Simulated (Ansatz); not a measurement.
## Electronic structure of AlBFH₃S (SMILES [BH2][Al]([F])[SH]) in real space

```yaml
atoms:
  - { symbol: B, position_ang: [-0.8716, 1.3233, 0.5178] }
  - { symbol: Al, position_ang: [0.1228, -0.4711, 0.0369] }
  - { symbol: F, position_ang: [-0.2209, -1.8692, 0.8727] }
  - { symbol: S, position_ang: [1.6330, -0.7256, -1.5103] }
  - { symbol: H, position_ang: [-0.4462, 2.0926, 1.3452] }
  - { symbol: H, position_ang: [-1.8973, 1.6587, -0.0231] }
  - { symbol: H, position_ang: [1.5912, 0.5667, -1.9019] }
```

All numbers below come from RKS CAM-B3LYP-D4/def2-SVP in Ansatz 0.2.0.

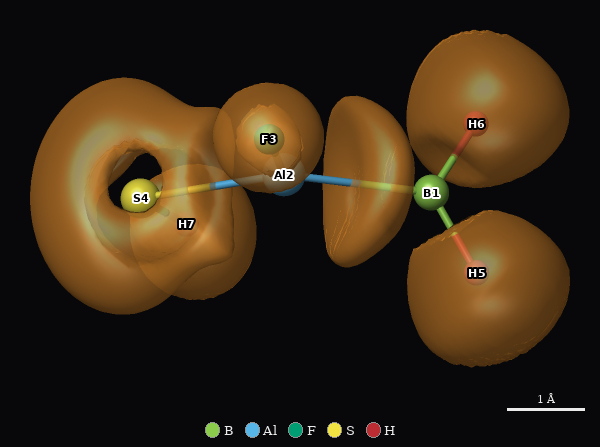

Figure 1. Isosurface of the electron localisation function at 0.8 (orange), seen from one side. Only the valence region is drawn (cores and ρ < 0.01 e/Å³ removed).

Identify the bonds, lone pairs and shells in this picture.

Answer. The ELF exceeds this value in one region between bonded Al–B atoms (shared pairs), three regions around hydrogen nuclei, one region on S in which the atom's valence shell and bonds are merged and one region wrapped around F (its valence shell).


Al–F (1.66 Å): the ELF peaks at about 0.85 in the valence shell of F, 0.6 Å from its nucleus, and is about 0.30 at the midpoint. Al–B (2.11 Å): the ELF peaks at about 1 between the atoms: localised, covalent bonding.

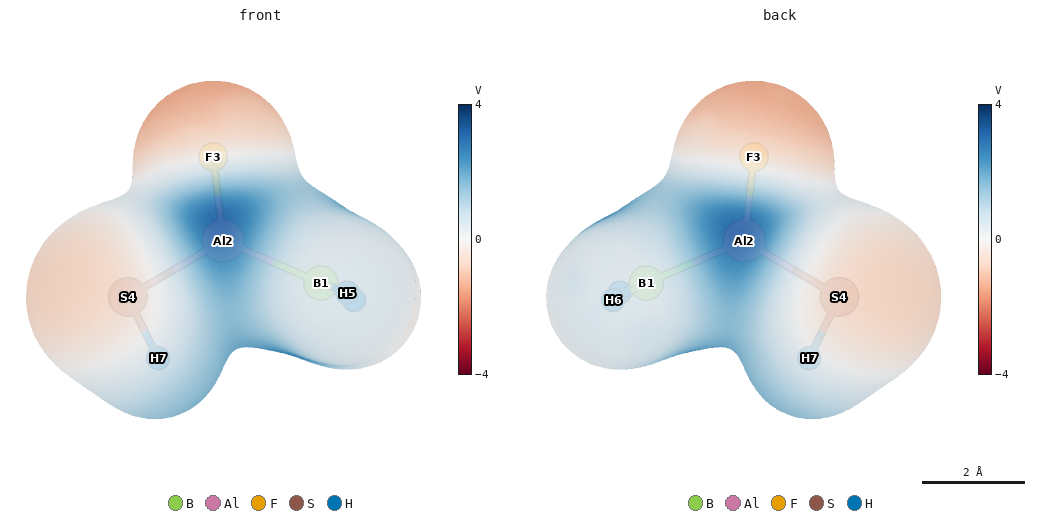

Figure 2. The electrostatic potential painted on the density surface at 0.002 e/bohr³, seen from the front and from behind; red is negative and blue positive.

Where is the surface potential most negative and most positive?

Answer. The most negative region (about −1.4 V) lies over F3, the most positive (about +3.0 V) over Al2.

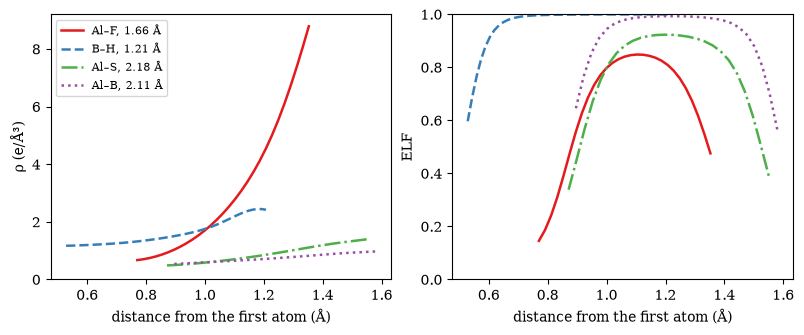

Figure 3. Electron density and ELF along straight lines between neighbouring atoms. The curves leave out the atomic cores.

What can be read from the curves?

Answer. Al–F (1.66 Å): ρ at the midpoint is about 0.8 e/Å³; the ELF peaks at about 0.85 in the valence shell of F, 0.6 Å from its nucleus, and is about 0.30 at the midpoint.
B–H (1.21 Å): the density is about 1.2 e/Å³ at the midpoint; the ELF climbs to about 1 towards the hydrogen, as it does in any bond to H: a covalent bond by its length.
Al–S (2.18 Å): ρ is about 0.69 e/Å³ halfway; the ELF peaks at about 0.90 in the valence shell of S, 1.0 Å from its nucleus, and is about 0.90 at the midpoint.
Al–B (2.11 Å): ρ at the midpoint is about 0.63 e/Å³; the ELF peaks at about 1 between the atoms, as expected for localised, covalent bonding.
